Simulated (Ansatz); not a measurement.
**RPA@PBE/STO-3G run of CH3B (SMILES B[CH])**

Aim: the energy change on altering one bond length of CH3B at RPA@PBE/STO-3G, from 2 runs. 

The calculation is run with Ansatz 0.2.0.

49 further runs of the same task are left out: 3 that didn't finish, 46 set aside as unsound or not needed.

**1. Starting point**

The species is CH3B (5 atoms), meant as a triplet with charge 0. SMILES: `B[CH]`. Geometry: relaxed at GFN2-xTB.

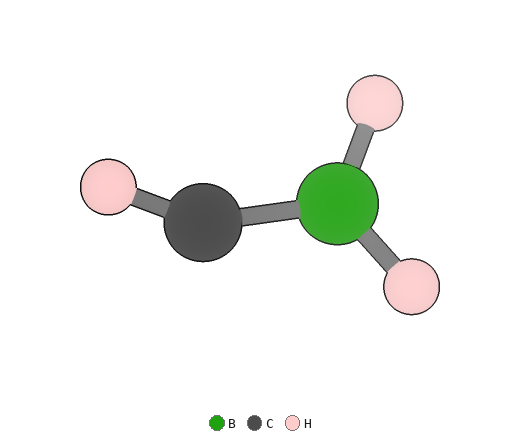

Viewed from a chosen angle; boron green, carbon dark grey, hydrogen pink.

**2. The energy at RPA@PBE/STO-3G**

Input file job.yaml:

```yaml
crystal:
  periodic: [false, false, false]
  atoms:
    - {symbol: B, position_ang: [-0.352450, -0.401400, -0.071360]}
    - {symbol: C, position_ang: [0.507540, 0.779550, -0.141970]}
    - {symbol: H, position_ang: [-0.308550, -1.118250, 0.866820]}
    - {symbol: H, position_ang: [-1.104620, -0.672740, -0.931370]}
    - {symbol: H, position_ang: [1.258080, 1.412850, 0.277880]}
basis:
  gaussian:
    orbitals: STO-3G
magnetization:
  spin_polarized: true
  initial_magnetization: 2
hamiltonian:
  xc: pbe
correlation:
  method: rpa
  frozen_orbitals: {B: 1, C: 1, H: 0}
accuracy: high
```

Run with:

```bash
ansatz run job.yaml --threads 1 --pin off --max-ram 2610MiB --events-out events.jsonl --progress --plain --runs-dir runs
```

The log of the run:

```text
Warning: RAYON_NUM_THREADS=1 ignored (pool sized by the plan → 1); use --threads N
Functional definition: PBE
  name "PBE"
  parameter kappa = 0.804
  parameter beta = 0.06672455060314922
  exchange = pbe_x(kappa = kappa, mu = beta*pi^2/3)
  correlation = pbe_c(beta = beta)
209 factors; integrals over basis functions are off by at most 6.1e-9 eV
mean field evaluation 1: about -1733.0664 eV, gradient 4.0e0 eV
mean field evaluation 2: about -1733.0087 eV, gradient 4.0e0 eV
mean field evaluation 4: about -1733.1970 eV, gradient 1.2e0 eV
mean field evaluation 8: about -1733.2097 eV, gradient 1.2e-2 eV
mean field evaluation 16: about -1733.2097 eV, gradient 2.2e-7 eV
mean field -1733.20969487 eV, -63.6942814748 hartree, gradient 2.8e-8 eV, S^2 2.004397; 0 other end points of the search recorded, 0 dependent functions left out
2 core orbitals not correlated: weight in the atoms' cores, before any rotation towards them, 1.000 or more for the frozen orbitals, at most 0.000 for the correlated occupied ones
reference -1724.72796307 eV, -63.3825835803 hartree; 6, 4 occupied and 5, 7 virtual orbitals, 209 factors
Total energy: -1728.71287406 eV, -63.5290263581 hartree
```

Wall time 1.3 s (1 thread of Arm Neoverse V1, shared host); peak memory 0.11 GiB.

**3. The distorted shape at the same level**

Input file in.yaml:

```yaml
crystal:
  periodic: [false, false, false]
  atoms:
    - {symbol: B, position_ang: [-0.567474, -0.696673, -0.053705]}
    - {symbol: C, position_ang: [0.507540, 0.779550, -0.141970]}
    - {symbol: H, position_ang: [-0.523574, -1.413523, 0.884475]}
    - {symbol: H, position_ang: [-1.319644, -0.968013, -0.913715]}
    - {symbol: H, position_ang: [1.258080, 1.412850, 0.277880]}
basis:
  gaussian:
    orbitals: STO-3G
magnetization:
  spin_polarized: true
  initial_magnetization: 2
hamiltonian:
  xc: {name: PBE}
correlation:
  method: rpa
  frozen_orbitals: {B: 1, C: 1, H: 0}
accuracy: high
```

Run with:

```bash
ansatz run in.yaml --threads 1 --pin off --max-ram 2610MiB --events-out events.jsonl --progress --plain --runs-dir runs
```

The log of the run, cut to the lines that bear on the results:

```text
Warning: RAYON_NUM_THREADS=1 ignored (pool sized by the plan → 1); use --threads N
[... 6 set-up lines as earlier in the session ...]
206 factors; integrals over basis functions are off by at most 8.4e-9 eV
mean field evaluation 1: about -1731.7857 eV, gradient 5.2e0 eV
mean field evaluation 2: about -1731.7106 eV, gradient 5.2e0 eV
mean field evaluation 4: about -1731.9087 eV, gradient 2.7e0 eV
mean field evaluation 8: about -1731.9755 eV, gradient 1.6e-2 eV
mean field evaluation 16: about -1731.9755 eV, gradient 7.8e-7 eV
mean field -1731.97550309 eV, -63.6489257634 hartree, gradient 8.8e-8 eV, S^2 2.006959; 0 other end points of the search recorded, 0 dependent functions left out
2 core orbitals not correlated: weight in the atoms' cores, before any rotation towards them, 1.000 or more for the frozen orbitals, at most 0.000 for the correlated occupied ones
reference -1723.31513039 eV, -63.3306629370 hartree; 6, 4 occupied and 5, 7 virtual orbitals, 206 factors
Total energy: -1727.69533886 eV, -63.4916326291 hartree
```

It took 1.3 s on 1 thread of Arm Neoverse V1, shared host; peak memory 0.11 GiB.

**4. What came out**

At RPA@PBE/STO-3G, 2 core orbitals frozen:

```
                                                         quantity         value
                                        first shape: total energy  -63.52903 Eh
                    first shape: RPA correlation energy (valence)    -146.4 mEh
                   first shape: ⟨S²⟩ of the reference determinant         2.004
                                    distorted shape: total energy  -63.49163 Eh
                distorted shape: RPA correlation energy (valence)    -161.0 mEh
               distorted shape: ⟨S²⟩ of the reference determinant         2.007
energy change with the B1–C2 bond stretched from 1.463 to 1.828 Å      1.018 eV
```

With the B1–C2 bond stretched from 1.463 to 1.828 Å the energy rises by 1.02 eV (23 kcal/mol). The first shape isn't relaxed at this level, so the change isn't measured from a minimum. The minimal basis adds a large error of its own.
